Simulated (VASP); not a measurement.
Data:

```
V
1.0
   -1.50678     1.50678     1.50678
    1.50678    -1.50678     1.50678
    1.50678     1.50678    -1.50678
V
1
Cartesian
  0.00000   0.00000   0.00000
```

Computed with revPBE GGA, VASP's PBE PAW potentials (set 64) (plane waves; VASP). Numerical set-up: 520 eV cut-off, 19×19×19 Γ-centred mesh, tetrahedra with Blöchl corrections, potentials V_sv.

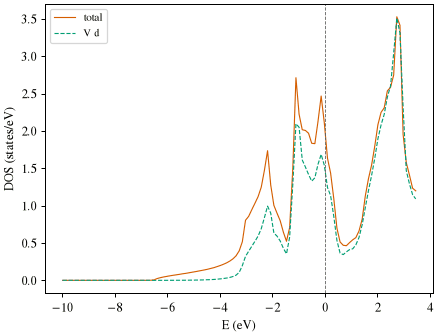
*Total and projected density of states, zero at the Fermi level*

Within 2 eV below the Fermi level the largest weight inside VASP's projection spheres is V d.

It has no gap at this level: it comes out as a metal or semimetal.

The compound is V in the bcc structure. It was relaxed first. The run is not spin-polarised, so no magnetic state was tried.
